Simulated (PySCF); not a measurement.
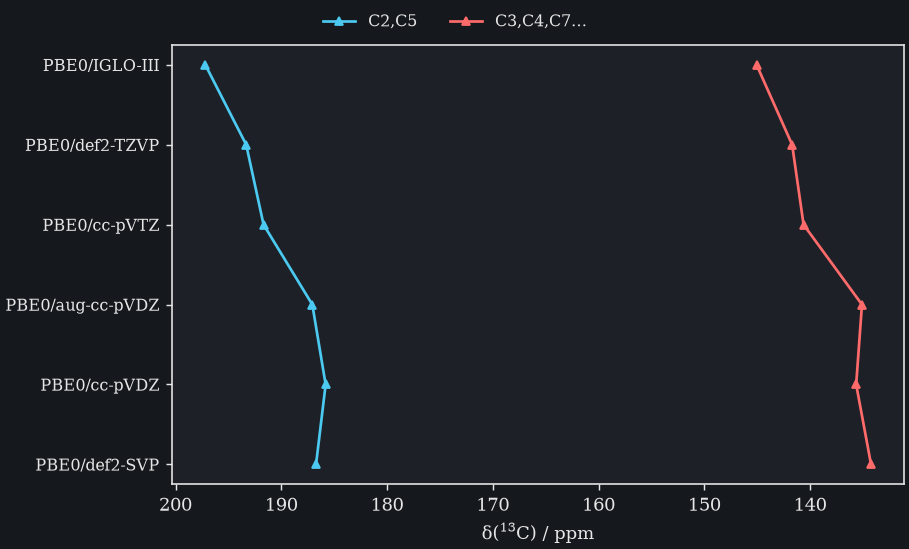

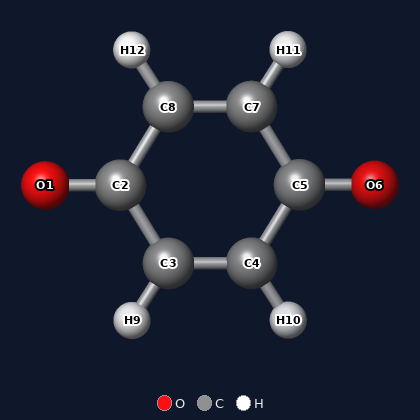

GIAO ¹³C shifts of C₆H₄O₂ (benzoquinone), SMILES O=C1C=CC(=O)C=C1 at several levels, one geometry, PySCF, at a PBE0-D3(BJ)/def2-SVP geometry (no frequency check); values of one conformer, averaged over methyl-type rotors and exact or near symmetry; each against TMS at the same level.

> How much does each signal move over these levels?

| atoms | lowest | highest | spread (ppm) |
| --- | --- | --- | --- |
| C2, C5 | 185.8 | 197.2 | 11.4 |
| C3, C4, C7, C8 | 134.2 | 145.1 | 10.8 |

> Do all levels give the signals in the same order?

Yes, the order of the signals is the same at every level.
